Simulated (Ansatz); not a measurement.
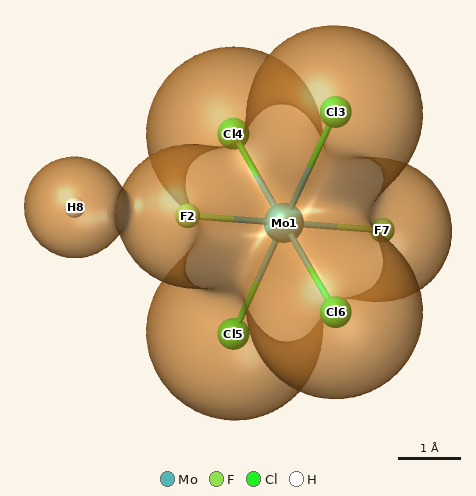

Figure. Cl$_{4}$F$_{2}$Mo···H (doublet). Isosurface of the electron density at 0.1 e/Å³ (orange), seen at a tilt.

Core potentials replace the inner electrons of Mo; not at a stationary point (largest force 1.3 eV/Å).

Method: UKS PBE/def2-SVP in Ansatz.

| atom | x (Å) | y (Å) | z (Å) |
| --- | --- | --- | --- |
| Mo | 0.0000 | 0.0000 | -0.0445 |
| F | 0.0000 | 0.0000 | 1.7686 |
| Cl | 2.3152 | 0.0021 | -0.0576 |
| Cl | 0.0021 | 2.3152 | -0.0576 |
| Cl | -2.3152 | -0.0021 | -0.0576 |
| Cl | -0.0021 | -2.3152 | -0.0576 |
| F | 0.0000 | 0.0000 | -1.9012 |
| H | 0.0000 | 0.0000 | 3.8978 |

Question: How is the density connected at this value?

Answer: At this value the surface is in one piece. It bridges the shortest F···H (2.13 Å), Mo–F (1.81 Å), Mo–Cl (2.32 Å) and Mo–F (1.86 Å) contacts, where the density stays above the isovalue. On the grid the lowest density along these lines, outside the cores, is 0.13 e/Å³ (F···H, 2.13 Å), 1.2 e/Å³ (Mo–F, 1.81 Å), 0.63 e/Å³ (Mo–Cl, 2.32 Å) and 1 e/Å³ (Mo–F, 1.86 Å).
